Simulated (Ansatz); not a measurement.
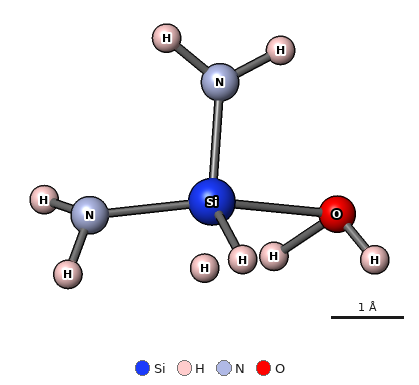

The input geometry (ball-and-stick view, seen at a tilt). Bond lengths as drawn: H–N 1.01 Å, H–O 0.97 to 1.26 Å, H–Si 1.50 Å, N–Si 1.70 to 1.74 Å and O–Si 1.93 Å.

## Frequency calculation of SiN₂H₈O

SiN₂H₈O, computed with RKS PBE0-D4/6-31G* (Ansatz 0.2.0).

It belongs to a series of runs on one base structure; here: vibrations at the highest image of the band.

**Input file**
```yaml
crystal:
  periodic: [false, false, false]
  atoms:
    - { symbol: Si, position_ang: [-0.231561, 0.06395, -0.226991] }
    - { symbol: H, position_ang: [0.066843, -0.01594, 1.547398] }
    - { symbol: "N", position_ang: [1.481136, 0.223762, -0.515639] }
    - { symbol: H, position_ang: [2.012436, -0.632179, -0.609795] }
    - { symbol: H, position_ang: [2.017322, 0.911721, -0.001475] }
    - { symbol: "N", position_ang: [-0.795466, 1.574487, -0.764308] }
    - { symbol: H, position_ang: [-1.743559, 1.881342, -0.616126] }
    - { symbol: H, position_ang: [-0.227554, 2.177753, -1.338304] }
    - { symbol: H, position_ang: [-0.398404, -1.272398, -0.876722] }
    - { symbol: O, position_ang: [-1.908797, -0.174592, 0.707875] }
    - { symbol: H, position_ang: [-2.232659, -1.081445, 0.599396] }
    - { symbol: H, position_ang: [-0.913937, -0.156659, 1.488191] }
basis:
  gaussian: { orbitals: "6-31G*" }
hamiltonian:
  xc: pbe0
  dispersion: d4
phonons: {}
```

Machine: 1 thread of Arm Neoverse V1, 24 GiB of memory available, shared host.

Launched with:
```bash
ansatz run input.yaml --threads 1 --pin off --max-ram 2048MiB --backend cpu --events-out ev --progress --plain --runs-dir out
```

**Log**
```
Engine: ansatz 0.2.0, aarch64-unknown-linux-gnu
Functional definition: PBE0
  parameter a = 0.25
  parameter kappa = 0.804
  parameter beta = 0.06672455060314922
  exchange = (1 - a)*pbe_x(kappa = kappa, mu = beta*pi^2/3) + a*exact_x
  correlation = pbe_c(beta = beta)
909 factors; integrals over basis functions are off by at most 5.8e-4 eV
mean field evaluation 1: about -13013.1439 eV, gradient 7.9e1 eV
mean field evaluation 2: about -12998.9369 eV, gradient 1.1e2 eV
mean field evaluation 4: about -13024.6335 eV, gradient 5.3e0 eV
mean field evaluation 8: about -13024.7059 eV, gradient 4.8e-2 eV
mean field -13024.70592948 eV, -478.6491144457 hartree, gradient 6.9e-5 eV, S^2 0.000000; 0 other end points of the search recorded, 0 dependent functions left out
the calculation of the forces begins
reference -13024.70595294 eV, -478.6491153076 hartree; 22, 22 occupied and 58, 58 virtual orbitals, 909 factors
these checks for a lower state are left out or cut short: stability, starts, cluster_reference, orbital_swaps, neighbouring_geometries, increment
909 factors; integrals over basis functions are off by at most 5.8e-4 eV
mean field evaluation 16: about -13024.7058 eV, gradient 1.4e-1 eV
mean field -13024.70582738 eV, -478.6491106936 hartree, gradient 1.0e-6 eV, S^2 0.000000; 0 other end points of the search recorded, 0 dependent functions left out
[... from here on the field's lines of each further geometry are left out, up to the last ...]
the calculation of the forces begins
reference -13024.70592780 eV, -478.6491143838 hartree; 22, 22 occupied and 58, 58 virtual orbitals, 909 factors
these checks for a lower state are left out or cut short: stability, starts, cluster_reference, orbital_swaps, neighbouring_geometries, increment
909 factors; integrals over basis functions are off by at most 5.8e-4 eV
mean field -13024.70590585 eV, -478.6491135773 hartree, gradient 1.4e-6 eV, S^2 0.000000; 0 other end points of the search recorded, 0 dependent functions left out
the calculation of the forces begins
reference -13024.70592931 eV, -478.6491144394 hartree; 22, 22 occupied and 58, 58 virtual orbitals, 909 factors
WARN: phonons: modes at or below zero, which the zero-point energy, F, S and C_V leave out: 1, the lowest at -1318.03 cm⁻¹. A minimum has none, and a first-order saddle one
Total energy: -13024.88814470 eV, -478.6558107316 hartree
Atom 0 at    -0.231561     0.063950    -0.226991 Å, force    -0.006172    -0.000851     0.002892 eV/Å
Atom 1 at     0.066843    -0.015940     1.547398 Å, force    -0.003036    -0.000355    -0.000596 eV/Å
Atom 2 at     1.481136     0.223762    -0.515639 Å, force     0.002075    -0.000920    -0.005793 eV/Å
Atom 3 at     2.012436    -0.632179    -0.609795 Å, force     0.000940    -0.000353     0.000736 eV/Å
Atom 4 at     2.017322     0.911721    -0.001475 Å, force    -0.000732     0.001633     0.002286 eV/Å
Atom 5 at    -0.795466     1.574487    -0.764308 Å, force     0.000356    -0.001808    -0.000473 eV/Å
Atom 6 at    -1.743559     1.881342    -0.616126 Å, force     0.001583     0.000304    -0.000860 eV/Å
Atom 7 at    -0.227554     2.177753    -1.338304 Å, force    -0.000911     0.000281     0.001288 eV/Å
Atom 8 at    -0.398404    -1.272398    -0.876722 Å, force     0.001049    -0.000148    -0.000300 eV/Å
Atom 9 at    -1.908797    -0.174592     0.707875 Å, force    -0.000850     0.004974    -0.002133 eV/Å
Atom 10 at    -2.232659    -1.081445     0.599396 Å, force     0.002939    -0.000221     0.000380 eV/Å
Atom 11 at    -0.913937    -0.156659     1.488191 Å, force     0.002760    -0.002534     0.002573 eV/Å
Dipole moment:     0.056701    -0.103795     0.027155 e Å
Vibrations: -1318.03 165.10 254.69 292.96 315.03 354.16 366.98 496.92 534.05 586.03 650.71 731.06 771.64 800.49 861.06 878.74 935.33 969.18 1096.31 1425.78 1590.62 1631.38 1720.76 1915.76 2202.54 3589.48 3647.79 3691.37 3767.30 3810.84 cm⁻¹, zero-point energy 2.483037 eV
```

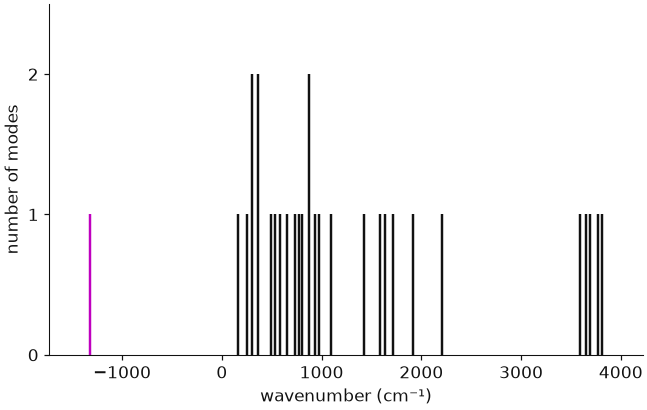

Harmonic vibrational wavenumbers from the force constants; neighbouring modes closer than 23 cm⁻¹ are counted in one stick, and imaginary ones are drawn at negative wavenumbers. 30 modes from 1318i to 3811 cm⁻¹, 1 imaginary beyond 8i (1318i cm⁻¹): a first-order saddle point, if the geometry is stationary.

**Summary**

| quantity | value |
| --- | --- |
| outcome | converged |
| total energy | −13024.8881 eV |
| mean-field energy | −13024.7060 eV |
| largest force (length of the vector) | 0.007 eV/Å |
| wall time | 3.1 min |
| peak memory | 0.14 GiB |
